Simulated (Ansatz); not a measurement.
**SiO2, response to strain**

Start from SiO$_{2}$ in the rutile structure (space group P4_2/mnm, No. 136).

```
CELL_PARAMETERS angstrom
      4.19450     0.00000     0.00000
      0.00000     4.19450     0.00000
      0.00000     0.00000     2.67848
ATOMIC_POSITIONS crystal
  Si 0.00000 0.00000 0.00000
  Si 0.50000 0.50000 0.50000
  O  0.30606 0.30606 0.00000
  O  0.80606 0.19394 0.50000
  O  0.19394 0.80606 0.50000
  O  0.69394 0.69394 0.00000
```

Cartesian axes are those of the cell as printed.

Strains are applied to the cell and any free atomic positions relax; under biaxial strain the out-of-plane vector relaxes too.

Level of theory: plane-wave PAW DFT at the PBEsol level (Ansatz, a quantum-chemistry and plane-wave program, 420 eV), spin-orbit coupling left out.

Notes on the quantities. pressure: mean of the normal stresses, compression positive.

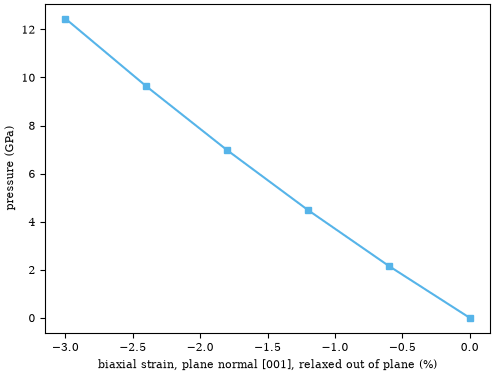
Pressure against biaxial strain, plane normal [001], relaxed out of plane

From the plot, what is the pressure for biaxial strain −2.40 %, plane normal [001], relaxed out of plane?

About 10 GPa.

Is the trend monotonic over the range shown?

Yes, it falls throughout, spanning 0.00 GPa to 12.45 GPa.

Stability against distortions was not tested.
